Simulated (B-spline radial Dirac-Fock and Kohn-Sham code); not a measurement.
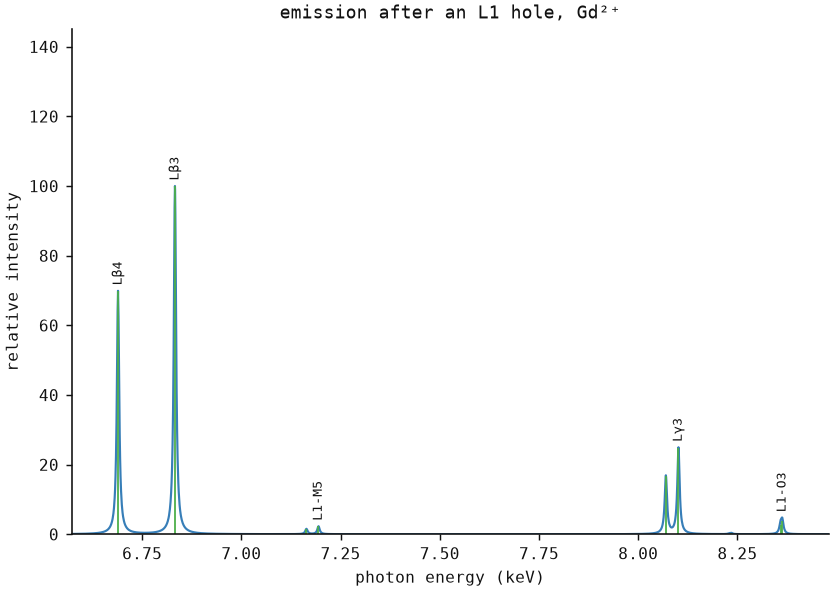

X-ray emission lines that fill an L1 (2s) hole, broadened by a Lorentzian of 7.1 eV full width. Multiplet splitting by the open shell is left out. Species: Gd²⁺ in the configuration [Xe] 4f7 5d1. The calculation used independent-particle rates on relativistic LDA orbitals of the hole state (multipoles to L = 3), energies from Dirac–Fock ΔSCF (a B-spline radial code). Widths ruled by Coster–Kronig decay come out up to twice the measured ones in this model.

**What are the natural width, lifetime and fluorescence yield of the L1 hole?**

Width 4.72 eV, lifetime 0.140 fs, fluorescence yield 0.0850.

**Which line is the strongest, where is it and what share of the photons does it carry?**

L1-M3 (Lβ3) at 6.8327 keV, 44.5 % of the radiative decays.
